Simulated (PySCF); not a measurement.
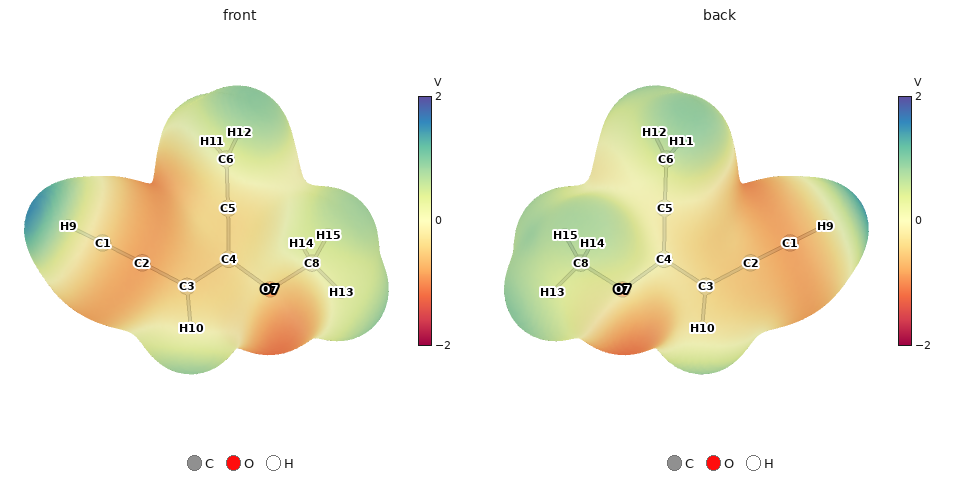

The picture shows: C7H7O (doublet). The electrostatic potential painted on the density surface at 0.002 e/bohr³, seen from the front and from behind; the colour scale runs from red (negative) to blue (positive).

Geometry: GFN2-xTB.

Theory: UKS B3LYP, pcH-1 on C H O, non-relativistic, mean-field spin-orbit, GIAO (PySCF 2.14.0, density-fitted response routines).

```yaml
atoms:
  - { symbol: C, position_ang: [3.3303, -0.9271, -0.2958] }
  - { symbol: C, position_ang: [2.1724, -0.9442, -0.6476] }
  - { symbol: C, position_ang: [0.8609, -0.9786, -1.0679] }
  - { symbol: C, position_ang: [-0.1789, -0.2890, -0.4138] }
  - { symbol: C, position_ang: [0.0300, 0.4587, 0.6788] }
  - { symbol: C, position_ang: [0.2602, 1.1708, 1.7296] }
  - { symbol: O, position_ang: [-1.4223, -0.4411, -0.9803] }
  - { symbol: C, position_ang: [-2.4714, 0.2347, -0.3392] }
  - { symbol: H, position_ang: [4.3339, -0.9146, 0.0067] }
  - { symbol: H, position_ang: [0.6047, -1.5589, -1.9404] }
  - { symbol: H, position_ang: [0.2191, 0.7585, 2.7301] }
  - { symbol: H, position_ang: [0.5220, 2.2201, 1.6735] }
  - { symbol: H, position_ang: [-3.3726, 0.0062, -0.9051] }
  - { symbol: H, position_ang: [-2.5896, -0.1050, 0.6958] }
  - { symbol: H, position_ang: [-2.3031, 1.3175, -0.3347] }
```

> Describe the electrostatic potential map.

The most negative region (about −1.1 V) lies over O7, the most positive (about +1.5 V) over H9. O7 is the likeliest acceptor of a hydrogen bond.
